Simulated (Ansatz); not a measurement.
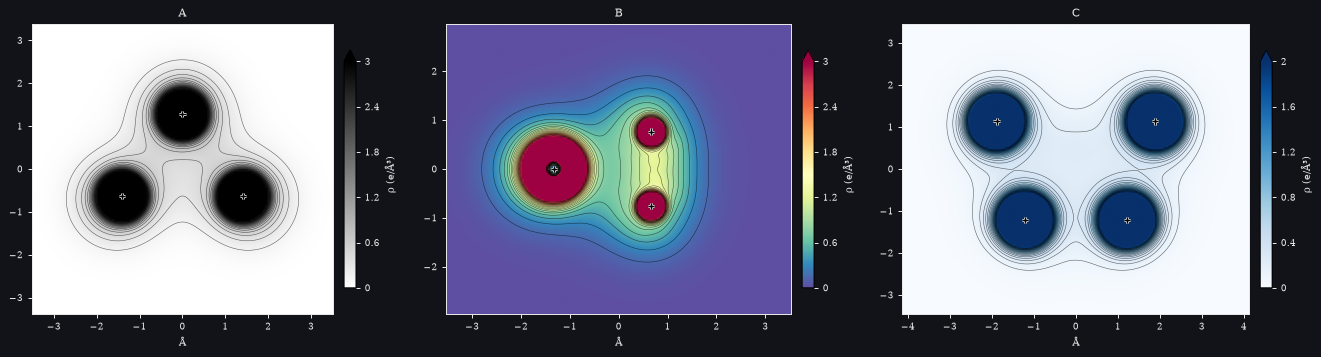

The electron density of 3 systems, each on a plane through atoms (crosses mark nuclei in the plane).

Level of theory: UKS PBE0-D4/def2-TZVP (Ansatz 0.2.0).

System 1: B2Sb (doublet), the molecular plane. Geometry: r2SCAN-D4/def2-TZVP; ⟨S²⟩ = 0.89, above the pure value of 0.75; core potentials replace the inner electrons of Sb.

```xyz
3

B    -0.2524    0.9819    0.0408
B    -0.9369   -0.3835   -0.0536
Sb    1.1893   -0.5984    0.0128
```

System 2: Ge3 (charge +1, doublet), the molecular plane. Geometry: PBE-D4/def2-TZVP; ⟨S²⟩ = 1.09, above the pure value of 0.75.

```xyz
3

Ge   -0.4515    0.5650    1.3750
Ge   -0.7373   -0.0921   -1.3644
Ge    1.1888   -0.4729   -0.0106
```

System 3: Cu4Os (charge +1, doublet), the plane of atoms Cu4, Cu2 and Cu5. Geometry: B3LYP-D4/def2-SVP; ⟨S²⟩ = 1.01, above the pure value of 0.75; core potentials replace the inner electrons of Os.

```xyz
5

Os    0.2038   -1.1350   -0.2394
Cu    0.5058    1.0760   -1.3231
Cu   -1.2075   -0.6703    1.7005
Cu   -1.6649    0.4895   -0.3915
Cu    2.1628    0.2398    0.2534
```

Which map belongs to which system?

Answer. Panel A is system 2, Ge3: the plane holds Ge. Ge–Ge (2.38 Å): ρ is about 0.48 e/Å³ halfway. Panel B is system 1, B2Sb: the plane holds B and Sb. B–B (1.53 Å): the density is about 1.2 e/Å³ at the midpoint. Panel C is system 3, Cu4Os: the plane holds Cu. Cu–Cu (2.43 Å): ρ at the midpoint is about 0.29 e/Å³.
